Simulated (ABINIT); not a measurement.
## Diamond (Fd-3m, 2 atoms a cell): G0W0 in ABINIT against the screening cutoff in the self-energy

Wanted: the cheapest screening cutoff in the self-energy that holds the gap of Diamond (Fd-3m, 2 atoms a cell).

Calculated with ABINIT 10.8.3; PBE and many-body steps on it, plane waves.

## Step 1: The starting structure

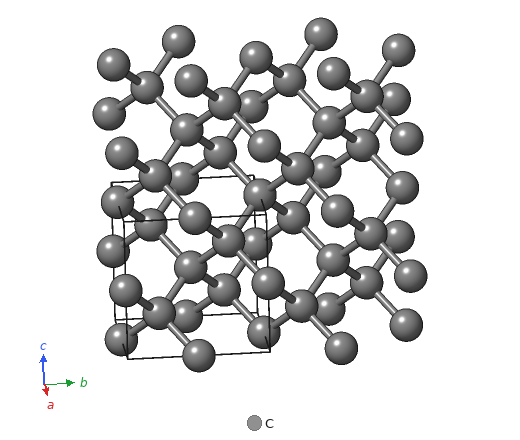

The starting structure, seen slightly off an axis (carbon grey). 1×2×2 cells are drawn. This picture shows the conventional cell, with its axes. Some periodic images of atoms are drawn too.

The cell and positions come from the Crystallography Open Database and are kept as given unless a step says otherwise.

## Step 2: Screening, 8×8×8 mesh, 210 bands, screening to 435.4 eV

This step: ABINIT 10.8.3; RPA screening on PBE, plane waves, norm-conserving pseudopotentials.

The RPA dielectric matrix is built and inverted for each q.

run.abi

```
acell 3*1.0 Angstrom
rprim 
  -0.000000000000 1.783370000000 1.783370000000
  1.783370000000 0.000000000000 1.783370000000
  1.783370000000 1.783370000000 0.000000000000
ntypat 1
znucl 6
natom 2
typat 1 1
xred 
  0.000000000000 0.000000000000 -0.000000000000
  0.250000000000 0.250000000000 0.250000000000
pp_dirpath "pseudos"
pseudos "C.upf"
ecut 37
ngkpt 8 8 8
nshiftk 1
shiftk 0 0 0
kptopt 1
chksymbreak 0
istwfk *1
occopt 1
irdwfk 1
optdriver 3
nband 210
ecuteps 16
inclvkb 2
awtr 1
symchi 1
indata_prefix "in"
outdata_prefix "out"
tmpdata_prefix "tmp"
```

On the command line:

```
> OMP_NUM_THREADS=1 mpirun -n 4 abinit run.abi > log
```

Output:

```text
.Version 10.8.3 of ABINIT. v10.8.2 released Aug 2026.

 Symmetries : space group Fd -3 m (#227); Bravais cF (face-center cubic)
[... echo of the input left out ...]
== DATASET  1 ==================================================================
-   mpi_nproc: 4, omp_nthreads: 1 (-1 if OMP is not activated)

--- !DatasetInfo
iteration_state: {dtset: 1, }
dimensions: {natom: 2, nkpt: 29, mband: 210, nsppol: 1, nspinor: 1, nspden: 1, mpw: 869, }
cutoff_energies: {ecut:  37.0, pawecutdg:  -1.0, }
electrons: {nelect:   8.00000000E+00, charge:   0.00000000E+00, occopt:   1.00000000E+00, tsmear:   1.00000000E-02, }

 SCREENING: Calculation of the susceptibility and dielectric matrices

 Based on a program developped by R.W. Godby, V. Olevano, G. Onida, and L. Reining.
 Incorporated in ABINIT by V. Olevano, G.-M. Rignanese, and M. Torrent.
.Using double precision arithmetic ; gwpc =  8

[... cell and pseudopotentials left out ...]
--------------------------------------------------------------------------------

 ==== K-mesh for the wavefunctions ====
 Number of points in the irreducible wedge :    29
[... list of points left out ...]
 Together with 48 symmetry operations and time-reversal symmetry
 yields   512 points in the full Brillouin Zone.

 ==== Q-mesh for the screening function ====
 Number of points in the irreducible wedge :    29
[... list of points left out ...]
 Together with 48 symmetry operations and time-reversal symmetry
 yields   512 points in the full Brillouin Zone.

 setmesh: FFT mesh size selected  =    24x   24x   24
          total number of points  =        13824

 vcoul_init : cutoff-mode = AUXILIARY_FUNCTION
 q-points for optical limit:   1
     1)      0.000010    0.000020    0.000030

- screening: taking advantage of time-reversal symmetry
- Maximum band index for partially occupied states nbvw = 4
- Remaining bands to be divided among processors   nbcw = 206
- Number of bands treated by each node ~51

 Number of electrons calculated from density =    8.0000; Expected =    8.0000
 average of density, n =  0.104505
 r_s =    1.3170
 omega_plasma =   31.1835 [eV]

 calculating chi0 at frequencies [eV] :
  1    0.000000E+00    0.000000E+00
  2    0.000000E+00    3.118352E+01

--------------------------------------------------------------------------------
  q-point number  1        q = ( 0.000000, 0.000000, 0.000000) [r.l.u.]
--------------------------------------------------------------------------------
[... chi0 elements left out ...]
 For q-point:  0.000010 0.000020 0.000030
  dielectric constant =   5.5091
  dielectric constant without local fields =   5.9491

  Average fulfillment of the sum rule on Im[epsilon] for q-point    1 :     99.09  [%]
[... wings left out ...]
  q-point number  2        q = ( 0.125000, 0.000000, 0.000000) [r.l.u.]
--------------------------------------------------------------------------------
[... chi0 elements left out ...]
  Average fulfillment of the sum rule on Im[epsilon] for q-point    2 :    100.81  [%]

 [... 27 further q-points ...]
```

Elapsed: 4.3 min, on 4 MPI ranks of AMD EPYC 9R45, shared host; peak memory 2.2 GiB.

This step gave:

```
ε∞ with local fields, on this mesh, along the program's q direction : 5.509
the same without local fields                                       : 5.949
plasma frequency                                                    : 31.18 eV
plane waves in the screening matrix                                 : 259
```

Local fields lower ε∞ by 7 %.

## Step 3: 1.6 Ha

This step: G0W0 on PBE, plane waves, norm-conserving pseudopotentials.

Changes to run.abi since step 2:

```diff
@@ -23,8 +23,17 @@
 irdwfk 1
-optdriver 3
+optdriver 4
 nband 210
-ecuteps 16
-inclvkb 2
-awtr 1
-symchi 1
+gwcalctyp 0
+ecutsigx 37
+symsigma 1
+nkptgw 2
+kptgw 
+  0.0000000000 0.0000000000 0.0000000000
+  0.3750000000 0.3750000000 0.0000000000
+bdgw 
+  2 7
+  3 6
+ecuteps 1.6
+irdscr 1
+ppmodel 1
 indata_prefix "in"
```

Output:

```text
.Version 10.8.3 of ABINIT. v10.8.2 released Aug 2026.

 Symmetries : space group Fd -3 m (#227); Bravais cF (face-center cubic)
[... echo of the input left out ...]
== DATASET  1 ==================================================================
-   mpi_nproc: 4, omp_nthreads: 1 (-1 if OMP is not activated)

--- !DatasetInfo
iteration_state: {dtset: 1, }
dimensions: {natom: 2, nkpt: 29, mband: 210, nsppol: 1, nspinor: 1, nspden: 1, mpw: 869, }
cutoff_energies: {ecut:  37.0, pawecutdg:  -1.0, }
electrons: {nelect:   8.00000000E+00, charge:   0.00000000E+00, occopt:   1.00000000E+00, tsmear:   1.00000000E-02, }

 SIGMA: Calculation of the GW corrections

 Based on a program developped by R.W. Godby, V. Olevano, G. Onida, and L. Reining.
 Incorporated in ABINIT by V. Olevano, G.-M. Rignanese, and M. Torrent.
.Using double precision arithmetic ; gwpc =  8

[... cell and pseudopotentials left out ...]
--------------------------------------------------------------------------------

 ==== K-mesh for the wavefunctions ====
 Number of points in the irreducible wedge :    29
[... list of points left out ...]
 Together with 48 symmetry operations and time-reversal symmetry
 yields   512 points in the full Brillouin Zone.

 ==== Q-mesh for screening function ====
 Number of points in the irreducible wedge :    29
[... list of points left out ...]
 Together with 48 symmetry operations and time-reversal symmetry
 yields   512 points in the full Brillouin Zone.

 vcoul_init : cutoff-mode = AUXILIARY_FUNCTION
 q-points for optical limit:   1
     1)      0.000010    0.000020    0.000030
 setmesh: FFT mesh size selected  =    32x   32x   32
          total number of points  =        32768

 Number of electrons calculated from density =    8.0000; Expected =    8.0000
 average of density, n =  0.104505
 r_s =    1.3170
 omega_plasma =   31.1835 [eV]

 === KS Band Gaps ===
  >>>> For spin  1
   Minimum direct gap =   5.6255 [eV], located at k-point      :   0.0000  0.0000  0.0000
   Fundamental gap    =   4.1901 [eV], Top of valence bands at :   0.0000  0.0000  0.0000
                                       Bottom of conduction at :   0.3750  0.3750  0.0000
 SIGMA fundamental parameters:
 PLASMON POLE MODEL  1
 number of plane-waves for SigmaX                  869
 number of plane-waves for SigmaC and W              9
 number of plane-waves for wavefunctions           869
 number of bands                                   210
 number of independent spin polarizations            1
 number of spinorial components                      1
 number of k-points in IBZ                          29
 number of q-points in IBZ                          29
 number of symmetry operations                      48
 number of k-points in BZ                          512
 number of q-points in BZ                          512
 number of frequencies for dSigma/dE                 9
 frequency step for dSigma/dE [eV]                0.25
 number of omega for Sigma on real axis              0
 max omega for Sigma on real axis  [eV]           0.00
 zcut for avoiding poles [eV]                     0.10

 EPSILON^-1 parameters (SCR file):
 dimension of the eps^-1 matrix on file            259
 dimension of the eps^-1 matrix used                 9
 number of plane-waves for wavefunctions           869
 number of bands                                   210
 number of q-points in IBZ                          29
 number of frequencies                               2
 number of real frequencies                          1
 number of imag frequencies                          1

 matrix elements of self-energy operator (all in [eV])

 Perturbative Calculation

--- !SelfEnergy_ee
iteration_state: {dtset: 1, }
kpoint     : [   0.000,    0.000,    0.000, ]
spin       : 1
KS_gap     :    5.626
QP_gap     :    7.300
Delta_QP_KS:    1.675
data: !SigmaeeData |
     Band     E0 <VxcDFT>   SigX SigC(E0)      Z dSigC/dE  Sig(E)    E-E0       E
        2  10.293 -16.962 -19.293   2.438   0.856  -0.168 -16.871   0.092  10.385
        3  10.293 -16.962 -19.293   2.438   0.856  -0.168 -16.871   0.092  10.385
        4  10.293 -16.962 -19.293   2.438   0.856  -0.168 -16.871   0.092  10.385
        5  15.918 -15.643  -9.539  -4.040   0.856  -0.168 -13.876   1.767  17.685
        6  15.918 -15.643  -9.539  -4.040   0.856  -0.168 -13.876   1.767  17.685
        7  15.918 -15.643  -9.539  -4.040   0.856  -0.168 -13.876   1.767  17.685

--- !SelfEnergy_ee
iteration_state: {dtset: 1, }
kpoint     : [   0.375,    0.375,    0.000, ]
spin       : 1
KS_gap     :    9.944
QP_gap     :   11.487
Delta_QP_KS:    1.543
data: !SigmaeeData |
     Band     E0 <VxcDFT>   SigX SigC(E0)      Z dSigC/dE  Sig(E)    E-E0       E
        3   4.539 -15.969 -20.469   3.904   0.838  -0.193 -16.468  -0.500   4.039
        4   4.539 -15.969 -20.469   3.904   0.838  -0.193 -16.468  -0.500   4.039
        5  14.483 -14.094  -8.673  -4.208   0.860  -0.163 -13.051   1.044  15.526
        6  17.096 -13.238  -7.304  -4.724   0.859  -0.165 -12.199   1.039  18.136

== END DATASET(S) ==============================================================
================================================================================

 -outvars: echo values of variables after computation  --------
           etotal      0.0000000000E+00
            nband         210
             nkpt          29
          spgroup         227
 [... the other variables as echoed above ...]

 Calculation completed.
```

Wall time 3.4 s (4 MPI ranks); peak memory 1.2 GiB.

This step gave:

* G0W0 gap on the points computed: 5.141 eV
* starting gap on the mesh: 4.190 eV
* k of the valence top: 0, 0, 0
* k of the conduction bottom: 0.375, 0.375, 0
* Z at the valence top: 0.856
* Z at the conduction bottom: 0.86
* least direct G0W0 gap on the computed points: 7.300 eV

## Step 4: 3.2 Ha

Changes to run.abi since step 3:

```diff
@@ -35,3 +35,3 @@
   3 6
-ecuteps 1.6
+ecuteps 3.2
 irdscr 1
```

Output:

```text
.Version 10.8.3 of ABINIT. v10.8.2 released Aug 2026.

 Symmetries : space group Fd -3 m (#227); Bravais cF (face-center cubic)
[... echo of the input left out ...]
== DATASET  1 ==================================================================
-   mpi_nproc: 4, omp_nthreads: 1 (-1 if OMP is not activated)

--- !DatasetInfo
iteration_state: {dtset: 1, }
dimensions: {natom: 2, nkpt: 29, mband: 210, nsppol: 1, nspinor: 1, nspden: 1, mpw: 869, }
cutoff_energies: {ecut:  37.0, pawecutdg:  -1.0, }
electrons: {nelect:   8.00000000E+00, charge:   0.00000000E+00, occopt:   1.00000000E+00, tsmear:   1.00000000E-02, }

 SIGMA: Calculation of the GW corrections

 Based on a program developped by R.W. Godby, V. Olevano, G. Onida, and L. Reining.
 Incorporated in ABINIT by V. Olevano, G.-M. Rignanese, and M. Torrent.
.Using double precision arithmetic ; gwpc =  8

[... cell and pseudopotentials left out ...]
--------------------------------------------------------------------------------

 ==== K-mesh for the wavefunctions ====
 Number of points in the irreducible wedge :    29
[... list of points left out ...]
 Together with 48 symmetry operations and time-reversal symmetry
 yields   512 points in the full Brillouin Zone.

 ==== Q-mesh for screening function ====
 Number of points in the irreducible wedge :    29
[... list of points left out ...]
 Together with 48 symmetry operations and time-reversal symmetry
 yields   512 points in the full Brillouin Zone.

 vcoul_init : cutoff-mode = AUXILIARY_FUNCTION
 q-points for optical limit:   1
     1)      0.000010    0.000020    0.000030
 setmesh: FFT mesh size selected  =    32x   32x   32
          total number of points  =        32768

 Number of electrons calculated from density =    8.0000; Expected =    8.0000
[...]
number of omega for Sigma on real axis              0
 max omega for Sigma on real axis  [eV]           0.00
 zcut for avoiding poles [eV]                     0.10

 EPSILON^-1 parameters (SCR file):
 dimension of the eps^-1 matrix on file            259
 dimension of the eps^-1 matrix used                15
 number of plane-waves for wavefunctions           869
 number of bands                                   210
 number of q-points in IBZ                          29
 number of frequencies                               2
 number of real frequencies                          1
 number of imag frequencies                          1

 matrix elements of self-energy operator (all in [eV])

 Perturbative Calculation

--- !SelfEnergy_ee
iteration_state: {dtset: 1, }
kpoint     : [   0.000,    0.000,    0.000, ]
spin       : 1
KS_gap     :    5.626
QP_gap     :    7.219
Delta_QP_KS:    1.593
data: !SigmaeeData |
     Band     E0 <VxcDFT>   SigX SigC(E0)      Z dSigC/dE  Sig(E)    E-E0       E
        2  10.293 -16.962 -19.293   2.137   0.842  -0.188 -17.125  -0.162  10.130
        3  10.293 -16.962 -19.293   2.137   0.842  -0.188 -17.125  -0.162  10.130
        4  10.293 -16.962 -19.293   2.137   0.842  -0.188 -17.125  -0.162  10.130
[...]
--- !SelfEnergy_ee
iteration_state: {dtset: 1, }
kpoint     : [   0.375,    0.375,    0.000, ]
spin       : 1
KS_gap     :    9.944
QP_gap     :   11.462
Delta_QP_KS:    1.518
data: !SigmaeeData |
     Band     E0 <VxcDFT>   SigX SigC(E0)      Z dSigC/dE  Sig(E)    E-E0       E
[...]
5  14.483 -14.094  -8.673  -4.430   0.850  -0.176 -13.251   0.843  15.326
        6  17.096 -13.238  -7.304  -5.034   0.850  -0.177 -12.473   0.766  17.862

== END DATASET(S) ==============================================================
================================================================================

 -outvars: echo values of variables after computation  --------
           etotal      0.0000000000E+00
            nband         210
             nkpt          29
          spgroup         227
 [... the other variables as echoed above ...]

 Calculation completed.
```

Wall time 3.3 s (4 MPI ranks); peak memory 1.2 GiB.

Numbers from this step:

| Item | Value |
| --- | --- |
| G0W0 gap on the points computed | 5.196 eV |
| starting gap on the mesh | 4.190 eV |
| k of the valence top | 0, 0, 0 |
| k of the conduction bottom | 0.375, 0.375, 0 |
| Z at the valence top | 0.842 |
| Z at the conduction bottom | 0.85 |
| least direct G0W0 gap on the computed points | 7.219 eV |

## Step 5: 5.6 Ha

The self-energy is evaluated for the states that the input lists, and the levels follow from it, in one-shot runs by the linearised quasiparticle equation.

Changes to run.abi since step 4:

```diff
@@ -35,3 +35,3 @@
   3 6
-ecuteps 3.2
+ecuteps 5.6
 irdscr 1
```

Output:

```text
.Version 10.8.3 of ABINIT. v10.8.2 released Aug 2026.

 Symmetries : space group Fd -3 m (#227); Bravais cF (face-center cubic)
[... echo of the input left out ...]
== DATASET  1 ==================================================================
-   mpi_nproc: 4, omp_nthreads: 1 (-1 if OMP is not activated)

--- !DatasetInfo
iteration_state: {dtset: 1, }
dimensions: {natom: 2, nkpt: 29, mband: 210, nsppol: 1, nspinor: 1, nspden: 1, mpw: 869, }
cutoff_energies: {ecut:  37.0, pawecutdg:  -1.0, }
[...]
Band     E0 <VxcDFT>   SigX SigC(E0)      Z dSigC/dE  Sig(E)    E-E0       E
[...]
5  14.483 -14.094  -8.673  -4.783   0.842  -0.187 -13.556   0.538  15.021
        6  17.096 -13.238  -7.304  -5.321   0.843  -0.186 -12.721   0.517  17.613

== END DATASET(S) ==============================================================
================================================================================

 -outvars: echo values of variables after computation  --------
           etotal      0.0000000000E+00
            nband         210
             nkpt          29
          spgroup         227
 [... the other variables as echoed above ...]

 Calculation completed.
```

Elapsed: 6.4 s, on 4 MPI ranks; peak memory 1.2 GiB; 25 s of CPU time.

This step gave:

| Property | Result |
| --- | --- |
| G0W0 gap on the points computed | 5.444 eV |
| starting gap on the mesh | 4.190 eV |
| k of the valence top | 0, 0, 0 |
| k of the conduction bottom | 0.375, 0.375, 0 |
| least direct G0W0 gap on the computed points | 7.353 eV |

The gap on the mesh goes from 4.19 eV to 5.44 eV, a correction of +1.25 eV.

(Continued in part 2 of 2.)

[Paths, hosts, dates, memory and timing lines, banners, echoed tables and standing remarks are left out of the program output.]

[Logs are printed without paths, hosts, clocks, repeated set-up lines and the standing remarks that a program may print on its own settings, such as how far it seeks lower states.]

[Runs of the session that timed out or met a known fault of the program may be left out.]

[Hosts, paths, dates, database ids (printed as entryN), source tags and the programs' standing remarks are cut or masked in the printed files.]

[G0W0 gaps are taken among the corrected bands and points alone; a level outside them can change the order at an edge.]

[Where Ansatz stands beside ABINIT at settings called matched, ABINIT's density can come from a denser mesh and the files from another edition; pairs whose starting gaps differed by over 0.03 eV were left out, so agreement reads better than it is.]
